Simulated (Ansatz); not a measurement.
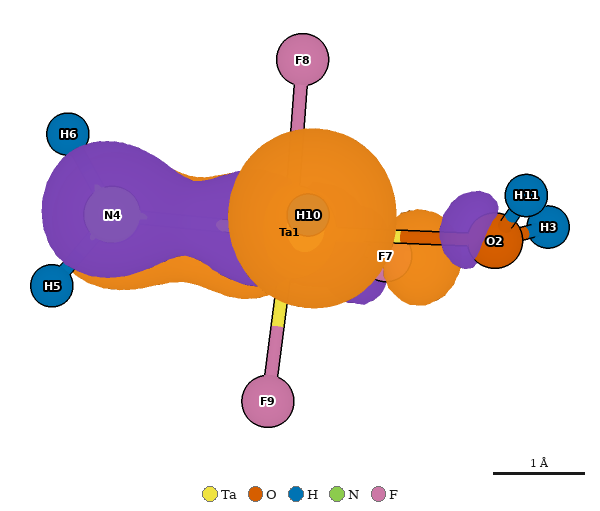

*F₃H₅NOTa. The HOMO−1 at ±0.15 Å⁻³ᐟ² (orange and purple are the two phases), seen at a tilt.*

Core potentials replace the inner electrons of Ta.

Theory: RKS PBE/def2-SVP in Ansatz.

```json
{"atom": "Ta", "x (Å)": "0.2727", "y (Å)": "-0.2947", "z (Å)": "0.7713"}
{"atom": "O", "x (Å)": "2.0595", "y (Å)": "-0.7209", "z (Å)": "-0.6648"}
{"atom": "H", "x (Å)": "2.1434", "y (Å)": "-0.0423", "z (Å)": "-1.3658"}
{"atom": "N", "x (Å)": "-1.0582", "y (Å)": "-0.0773", "z (Å)": "2.2111"}
{"atom": "H", "x (Å)": "-1.9071", "y (Å)": "-0.6448", "z (Å)": "2.3080"}
{"atom": "H", "x (Å)": "-1.0068", "y (Å)": "0.6301", "z (Å)": "2.9518"}
{"atom": "F", "x (Å)": "0.0387", "y (Å)": "0.7250", "z (Å)": "-0.8613"}
{"atom": "F", "x (Å)": "1.2934", "y (Å)": "1.1009", "z (Å)": "1.5797"}
{"atom": "F", "x (Å)": "-0.7201", "y (Å)": "-1.7781", "z (Å)": "0.1221"}
{"atom": "H", "x (Å)": "1.4196", "y (Å)": "-1.4597", "z (Å)": "1.5280"}
{"atom": "H", "x (Å)": "2.9455", "y (Å)": "-0.9308", "z (Å)": "-0.3163"}
```

> Describe this orbital and give its energy.

It lies mainly on Ta1 (about 30 %), N4 (about 25 %), H10 (about 25 %) and F7 (about 10 %). Its energy is −7.01 eV.
